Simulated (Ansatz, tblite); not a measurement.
# B2(Cl)4: spin states and exact exchange

Aim: set other spin states of B2(Cl)4 against its singlet, on many levels of theory.

Method: as each input shows; program: Ansatz 0.2.0, Gaussian basis.

Levels to be run: triplet, at the geometry of the singlet (GFN1-xTB, GFN2-xTB, PBE0-D4/def2-TZVP, PBE-D4/def2-TZVP, r2SCAN-D4/def2-TZVP); the singlet's energies come from earlier runs.

2 further runs of the same task are left out: 2 set aside as unsound or not needed.

## (1) The relaxed structure

The geometry is that of the singlet, from an earlier relaxation (PBE0-D4/def2-SVP).

6 atoms, charge 0, spin multiplicity 1.

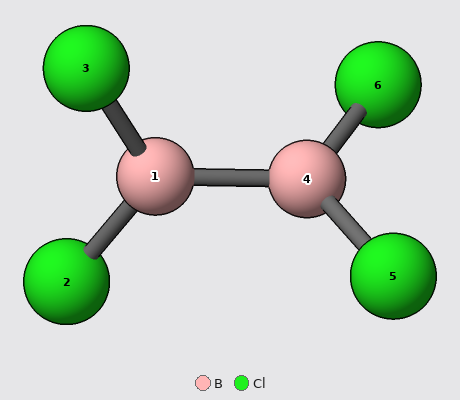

The geometry (boron pink, chlorine green); atoms are numbered from 1 in the order of the file.

Geometry (Å):

```
atom    x (Å)    y (Å)    z (Å)
  B1   0.0759   0.5733  -0.6183
 Cl2  -1.3428   1.3643  -1.2638
 Cl3   1.6492   0.9749  -1.2638
  B4  -0.0744  -0.5733   0.6192
 Cl5  -0.1877  -0.0609   2.2857
 Cl6  -0.1200  -2.2784   0.2411
```

## (2) Triplet at the fixed geometry, GFN1-xTB

Tight binding, by tblite at 300 K electronic temperature and without a spin-polarisation term:

```python
tblite.interface.Calculator('GFN1-xTB', numbers, positions, charge=0, uhf=2).singlepoint()
```

Energy -539.2877 eV; 0.006 s.

## (3) Triplet at the fixed geometry, GFN2-xTB

Tight binding, by tblite at 300 K electronic temperature and without a spin-polarisation term:

```python
tblite.interface.Calculator('GFN2-xTB', numbers, positions, charge=0, uhf=2).singlepoint()
```

Energy -561.9222 eV; 0.009 s.

## (4) Triplet at the fixed geometry, PBE0-D4/def2-TZVP

Input file in.yaml:

```yaml
crystal:
  periodic: [false, false, false]
  atoms:
    - {symbol: B, position_ang: [0.075854, 0.573316, -0.618312]}
    - {symbol: Cl, position_ang: [-1.342814, 1.364338, -1.263764]}
    - {symbol: Cl, position_ang: [1.649161, 0.974914, -1.263820]}
    - {symbol: B, position_ang: [-0.074444, -0.573281, 0.619183]}
    - {symbol: Cl, position_ang: [-0.187728, -0.060857, 2.285659]}
    - {symbol: Cl, position_ang: [-0.120020, -2.278439, 0.241056]}
basis:
  gaussian: {orbitals: def2-TZVP}
magnetization: {spin_polarized: true, initial_magnetization: 2}
hamiltonian: {xc: pbe0, dispersion: d4}
scf: {omitted_lower_state_checks: [starts]}
output: {orbitals: {seedname: orbitals}}
```

Run with:

```bash
$ ansatz run in.yaml --threads 2 --pin off --events-out ev --progress --plain --max-ram 32768MiB --backend cpu
```

Log:

```text
Functional definition: PBE0
  name "PBE0"
  cite "Adamo & Barone, J. Chem. Phys. 110, 6158 (1999) doi:10.1063/1.478522"
  cite "Perdew, Burke & Ernzerhof, Phys. Rev. Lett. 77, 3865 (1996) doi:10.1103/PhysRevLett.77.3865"
  parent pbe
  parameter a = 0.25
  parameter kappa = 0.804
  parameter beta = 0.06672455060314922
  exchange = (1 - a)*pbe_x(kappa = kappa, mu = beta*pi^2/3) + a*exact_x
  correlation = pbe_c(beta = beta)
these checks for a lower state are left out or cut short: starts
1410 factors; their error is unknown
mean field evaluation 1: about -51424.4855 eV, gradient 1.9e1 eV
mean field evaluation 2: about -51420.9488 eV, gradient 3.2e1 eV
mean field evaluation 4: about -51426.7423 eV, gradient 9.0e-1 eV
mean field evaluation 8: about -51426.7501 eV, gradient 4.1e-2 eV
mean field evaluation 16: about -51426.9013 eV, gradient 4.3e-4 eV
mean field -51426.90127482 eV, -1889.9037634439 hartree, gradient 3.2e-5 eV, S^2 2.007399; 0 other end points of the search recorded, 0 dependent functions left out
reference -51426.90130686 eV, -1889.9037646215 hartree; 40, 38 occupied and 170, 172 virtual orbitals, 1410 factors
Total energy: -51427.12171279 eV, -1889.9118643900 hartree
Checks for a lower state left out: starts
```

Wall time 14 s (2 threads of AMD EPYC 7R13, shared host); peak memory 0.92 GiB.

HOMO -4.56 eV, LUMO -6.44 eV (over both spins; with the spin held, an empty level of the minority spin lies below the top filled one); ⟨S²⟩ 2.007 (pure: 2.00).

## (5) Triplet at the fixed geometry, PBE-D4/def2-TZVP

start.molden holds the orbitals of an earlier run on this state, given as this run's starting guess.

Edit in.yaml of step 4 so:

```diff
@@ -10,5 +10,5 @@
 basis:
-  gaussian: {orbitals: def2-TZVP}
+  gaussian: {orbitals: def2-TZVP, initial_orbitals: start.molden}
 magnetization: {spin_polarized: true, initial_magnetization: 2}
-hamiltonian: {xc: pbe0, dispersion: d4}
+hamiltonian: {xc: pbe, dispersion: d4}
 scf: {omitted_lower_state_checks: [starts]}
```

The command is unchanged.

Log:

```text
Functional definition: PBE
  name "PBE"
  cite "Perdew, Burke & Ernzerhof, Phys. Rev. Lett. 77, 3865 (1996) doi:10.1103/PhysRevLett.77.3865"
  parent pbe
  parameter kappa = 0.804
  parameter beta = 0.06672455060314922
  exchange = pbe_x(kappa = kappa, mu = beta*pi^2/3)
  correlation = pbe_c(beta = beta)
these checks for a lower state are left out or cut short: starts
1362 factors; their error is unknown
mean field evaluation 1: about -51422.9291 eV, gradient 1.2e1 eV
mean field evaluation 2: about -51423.0758 eV, gradient 2.5e-1 eV
mean field evaluation 4: about -51423.0716 eV, gradient 6.0e-2 eV
mean field evaluation 8: about -51423.0716 eV, gradient 2.6e-5 eV
mean field -51423.07160364 eV, -1889.7630256240 hartree, gradient 2.6e-5 eV, S^2 2.005220; 0 other end points of the search recorded, 0 dependent functions left out
reference -51423.07164645 eV, -1889.7630271972 hartree; 40, 38 occupied and 170, 172 virtual orbitals, 1362 factors
Total energy: -51423.32571664 eV, -1889.7723641044 hartree
Checks for a lower state left out: starts
```

Wall time 6 s (2 threads of AMD EPYC 7R13, shared host).

HOMO -3.54 eV, LUMO -6.92 eV (over both spins; with the spin held, an empty level of the minority spin lies below the top filled one); ⟨S²⟩ 2.005 (pure: 2.00).

## (6) Triplet at the fixed geometry, r2SCAN-D4/def2-TZVP

Edit in.yaml of step 5 so:

```diff
@@ -12,3 +12,3 @@
 magnetization: {spin_polarized: true, initial_magnetization: 2}
-hamiltonian: {xc: pbe, dispersion: d4}
+hamiltonian: {xc: r2scan, dispersion: d4}
 scf: {omitted_lower_state_checks: [starts]}
```

The command is unchanged.

Log:

```text
Functional definition: r2SCAN
  name "r2SCAN"
  cite "Furness, Kaplan, Ning, Perdew & Sun, J. Phys. Chem. Lett. 11, 8208 (2020) doi:10.1021/acs.jpclett.0c02405"
  cite "Furness, Kaplan, Ning, Perdew & Sun, J. Phys. Chem. Lett. 11, 9248 (2020) doi:10.1021/acs.jpclett.0c03077"
  parent r2scan
  parameter k0 = 0.174
  parameter k1 = 0.065
  parameter a1 = 4.9479
  exchange = r2scan_x(k0 = k0, k1 = k1, a1 = a1)
  correlation = r2scan_c
these checks for a lower state are left out or cut short: starts
1362 factors; their error is unknown
mean field evaluation 1: about -51441.3084 eV, gradient 8.6e0 eV
mean field evaluation 2: about -51441.3632 eV, gradient 1.4e-1 eV
mean field evaluation 4: about -51441.3562 eV, gradient 1.5e-3 eV
mean field evaluation 8: about -51441.3562 eV, gradient 2.2e-5 eV
mean field -51441.35620579 eV, -1890.4349723591 hartree, gradient 2.3e-5 eV, S^2 2.012154; 0 other end points of the search recorded, 0 dependent functions left out
reference -51441.35621866 eV, -1890.4349728322 hartree; 40, 38 occupied and 170, 172 virtual orbitals, 1362 factors
Total energy: -51441.41775239 eV, -1890.4372341550 hartree
Checks for a lower state left out: starts
```

Wall time 15 s (2 threads of AMD EPYC 7R13, shared host).

Report: HOMO -3.81 eV, LUMO -6.96 eV (over both spins; with the spin held, an empty level of the minority spin lies below the top filled one); ⟨S²⟩ 2.012 (pure: 2.00).

## (7) Triplet less singlet, vertical

The singlet's energies are those of its earlier runs, whose logs aren't repeated here.

```
              level  triplet less singlet, vertical (kJ/mol)     time
           GFN1-xTB                                   +385.9  0.012 s
           GFN2-xTB                                   +314.6  0.018 s
   PBE-D4/def2-TZVP                                   +359.7    9.4 s
r2SCAN-D4/def2-TZVP                                   +373.7     22 s
  PBE0-D4/def2-TZVP                                   +399.2     23 s
```

Times add the two runs; a level without a time comes out of a correlated run. Tight binding without a spin term can't rank spin states.

## (8) Outcome

```
                                                quantity                                       value
triplet less singlet, vertical, functionals in def2-TZVP  +359.7 (PBE-D4) to +399.2 kJ/mol (PBE0-D4)
```

**Reading.** All functionals put the triplet above the singlet, over a spread of 39.4 kJ/mol. The checks for a lower triplet were left out, so another state of that spin may lie lower. These are electronic energies, without zero-point motion, entropy or surroundings.
